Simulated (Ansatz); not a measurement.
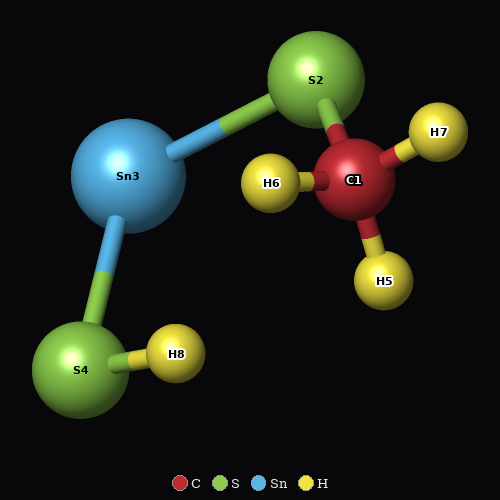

The system is CH₄S₂Sn, SMILES C[S][Sn][SH]; the picture shows the reference structure. First axis: dihedral S2–Sn3–S4–H8. Second axis: dihedral C1–S2–Sn3–S4. Nothing is relaxed (all other coordinates rigid). The scan uses an 18 × 18 grid. Points are written as (first, second). Energies are in kcal/mol, from the relaxed molecule at the same level. Computed with RKS PBE0-D4/def2-SVP in Ansatz.

Its coordinates:

```xyz
8

C     0.2957    1.0199   -0.3779
S     0.7600    0.7351    1.3532
Sn    0.0936   -1.5230    2.0353
S    -0.9297   -2.3477   -0.0449
H    -0.7929    0.9559   -0.5205
H     0.8021    0.3155   -1.0538
H     0.6190    2.0386   -0.6342
H    -0.7558   -1.2516   -0.8130
```

Range: dihedral S2–Sn3–S4–H8 from −180 to 160°; dihedral C1–S2–Sn3–S4 from −180 to 160°.

Predict the map.

Answer. The lowest grid point is at (−180°, 0°), −0.23 kcal/mol from the relaxed molecule at the same level. There are further wells near (0°, 0°) (0.23 kcal/mol above the lowest at that grid point); (0°, −180°) (1.9 kcal/mol above the lowest at that grid point); (−180°, −180°) (3.6 kcal/mol above the lowest at that grid point). The highest grid point, (−100°, 100°), lies 20.8 kcal/mol above the lowest. On the interpolated surface the easiest way out of the lowest well to the well at (0°, 0°) passes a barrier of about 6.3 kcal/mol. Round the minimum the two coordinates are nearly uncoupled.

| dihedral C1–S2–Sn3–S4 ↓, dihedral S2–Sn3–S4–H8 → | −180 | −140 | −100 | −60 | −20 | 20 | 60 | 100 | 140 |
| --- | --- | --- | --- | --- | --- | --- | --- | --- | --- |
| 160 | 4.1 | 7.3 | 10.5 | 7.5 | 2.9 | 3.5 | 8.1 | 9.5 | 5.8 |
| 120 | 8.3 | 13.3 | 18.1 | 13.5 | 7.4 | 8.3 | 14.7 | 16.1 | 10.4 |
| 80 | 8.9 | 12.9 | 19.0 | 15.5 | 9.1 | 9.1 | 16.0 | 19.0 | 12.7 |
| 40 | 3.3 | 5.6 | 9.7 | 8.1 | 4.2 | 3.8 | 8.3 | 10.6 | 6.5 |
| 0 | −0.2 | 2.3 | 6.0 | 4.2 | 0.5 | 0.6 | 4.2 | 6.0 | 2.3 |
| −40 | 3.3 | 6.5 | 10.7 | 8.3 | 3.8 | 4.2 | 8.1 | 9.7 | 5.6 |
| −80 | 8.9 | 12.7 | 19.0 | 16.0 | 9.1 | 9.1 | 15.5 | 19.0 | 12.9 |
| −120 | 8.3 | 10.4 | 16.1 | 14.7 | 8.3 | 7.4 | 13.4 | 18.1 | 13.3 |
| −160 | 4.1 | 5.8 | 9.5 | 8.1 | 3.5 | 2.9 | 7.5 | 10.5 | 7.3 |

The table holds every second grid line.

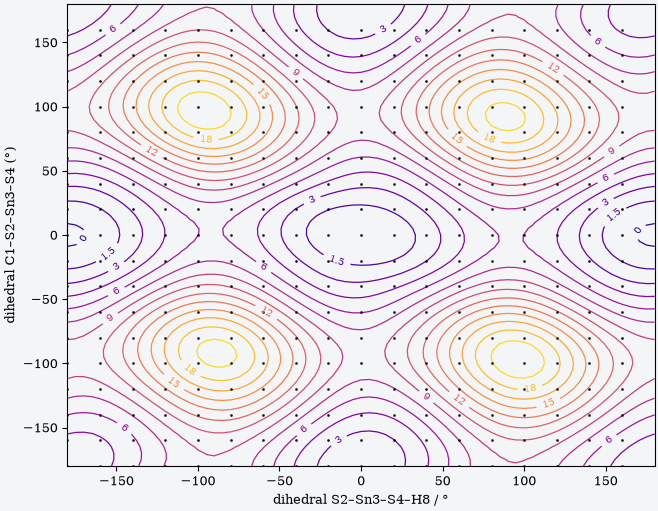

The picture shows contour lines labelled in kcal/mol, dots at the grid points. Between grid points the surface is interpolated.

Each point was launched as `ansatz run input.yaml --threads 1 --pin off --max-ram 2560MiB --backend cpu --events-out ev --progress --plain --runs-dir out`. The whole map (324 points run) took 15 min on 1 thread of Intel(R) Xeon(R) 6975P-C (Granite Rapids), on a shared host.
